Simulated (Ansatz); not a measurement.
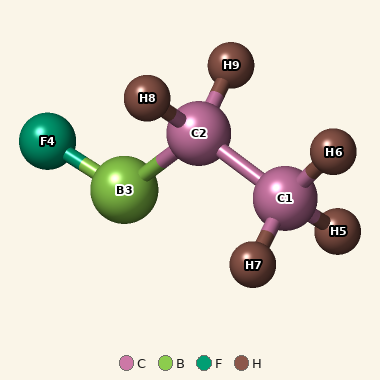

The system is C₂H₅BF, SMILES CC[B]F, spin multiplicity 2; the picture shows the reference structure. 
- The first coordinate is: bond length C2–B3; the second: dihedral C1–C2–B3–F4.
- Nothing is relaxed (all other coordinates rigid).
- The scan uses a 13 × 12 grid.
- Points are written as (first, second).
- All energies are given in kJ/mol relative to the lowest grid point.
- Level of theory: Ansatz, UKS PBE-D4/def2-SVP.

Its coordinates:

```xyz
9

C     0.3666    1.0613   -0.1230
C    -0.3677   -0.2754    0.0129
B     0.5063   -1.5586    0.2359
F    -0.0210   -2.7666    0.3562
H     1.0669    1.0502   -0.9824
H    -0.3368    1.9049   -0.2743
H     0.9679    1.2839    0.7816
H    -1.0957   -0.2569    0.8606
H    -0.9979   -0.4892   -0.8848
```

Range: bond length C2–B3 from 1.318 to 2.039 Å; dihedral C1–C2–B3–F4 from −180 to 150°.

Predict the map.

Answer. The lowest grid point is at (1.558 Å, −180°); the map holds 2 wells of about this depth. The highest grid point, (1.318 Å, −90°), lies 122 kJ/mol above the lowest. On the interpolated surface the easiest way out of the lowest well to the well at about (1.57 Å, 0°) passes a barrier of about 7.5 kJ/mol. Round the minimum the two coordinates are nearly uncoupled.

```tsv
dihedral C1–C2–B3–F4 ↓, bond length C2–B3 →	1.318	1.378	1.438	1.498	1.558	1.618	1.678	1.738	1.799	1.859	1.919	1.979	2.039
150	112	59	26	8	2	4	12	24	40	56	74	92	110
120	118	64	31	12	6	7	15	27	42	58	76	93	111
90	121	67	33	15	8	9	17	28	43	59	77	94	112
60	119	65	31	13	6	8	15	27	42	58	76	93	111
30	114	60	27	9	2	4	12	24	39	56	74	91	109
0	112	58	25	7	0	2	10	23	38	55	73	91	109
−30	115	60	27	9	2	4	12	24	39	56	74	92	109
−60	119	65	31	13	6	8	15	27	42	58	76	93	111
−90	122	67	33	15	8	9	17	28	43	59	77	94	112
−120	118	64	30	12	6	7	15	27	42	58	76	93	111
−150	112	59	26	8	2	4	12	24	40	56	74	92	110
−180	109	56	23	6	0	2	11	23	39	55	73	91	109
```

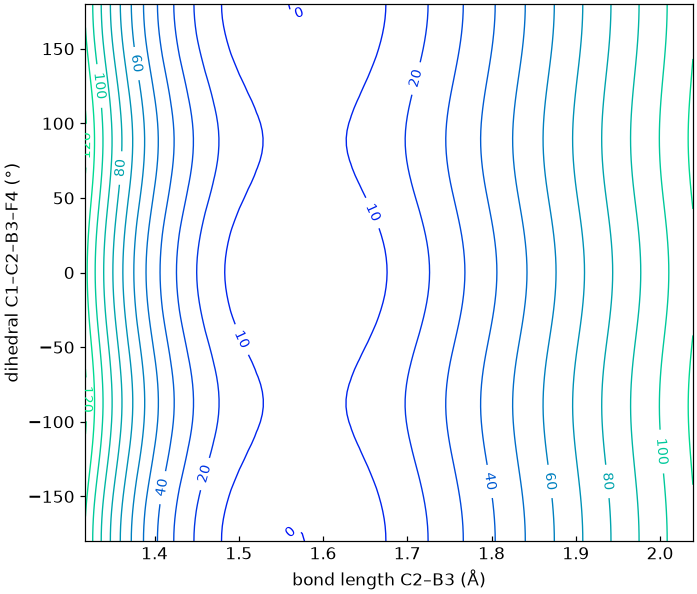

In the figure: contour lines labelled in kJ/mol. Between grid points the surface is interpolated.

Each point was launched as `ansatz run input.yaml --threads 1 --pin off --max-ram 2560MiB --backend cpu --events-out ev --progress --plain --runs-dir out`. The whole map (156 points run) took 11 min on 1 thread of Intel(R) Xeon(R) Platinum 8259CL CPU @ 2.50GHz (Skylake/Cascade Lake), with other jobs on the host.
